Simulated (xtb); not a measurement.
## Geometry relaxation, with input and output: CH₅ClSSn (part 3 of 3)

The same run, continued: CH₅ClSSn, SMILES C[S][SnH2][Cl]; GFN2-xTB, ALPB solvent dmso (xtb 6.7.1). The starting geometry was optimised with GFN2-xTB.

Geometry of the input (Å):
```
C  -0.0815  1.3820  -0.9765
S  1.3093  0.6223  -0.0842
Sn 0.2649  -1.2417  1.0404
Cl -1.3833  -2.0202  -0.3790
H  -0.5982  0.6363  -1.5714
H  -0.7591  1.8601  -0.2776
H  0.3660  2.1276  -1.6254
H  1.4013  -2.4899  1.3392
H  -0.5195  -0.8764  2.5345
```

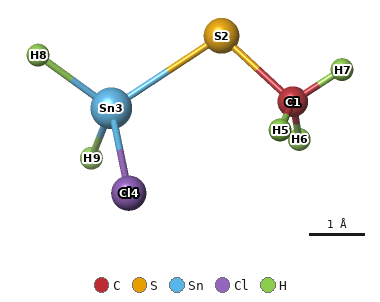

The geometry at step 5 of the log (ball-and-stick view, seen at a tilt; atoms are numbered from 1 in the order of the input).

## Trajectory as extended XYZ, continued
```
9
Properties=species:S:1:pos:R:3 step=5 energy=-398.27753
C    -0.0814    1.3901   -0.9793
S     1.3108    0.6156   -0.0956
Sn    0.2692   -1.2436    1.0576
Cl   -1.3899   -2.0426   -0.3727
H    -0.6036    0.6468   -1.5723
H    -0.7507    1.8697   -0.2740
H     0.3710    2.1327   -1.6279
H     1.4028   -2.4950    1.3290
H    -0.5284   -0.8735    2.5351
```

## Results in brief

| quantity | value |
| --- | --- |
| outcome | converged |
| electrons treated | 26 |
| total energy | −14.636429 hartree |
| dispersion energy | −0.006568 hartree |
| solvation energy | −0.010393 hartree |
| basis functions | 39 |
| HOMO | −10.41 eV |
| LUMO | −7.69 eV |
| dipole moment | 1.45 D |
| hardware | 1 thread of Intel Xeon @ 2.70GHz, 189 GiB of memory available, shared host |
| peak memory | 0.07 GiB |
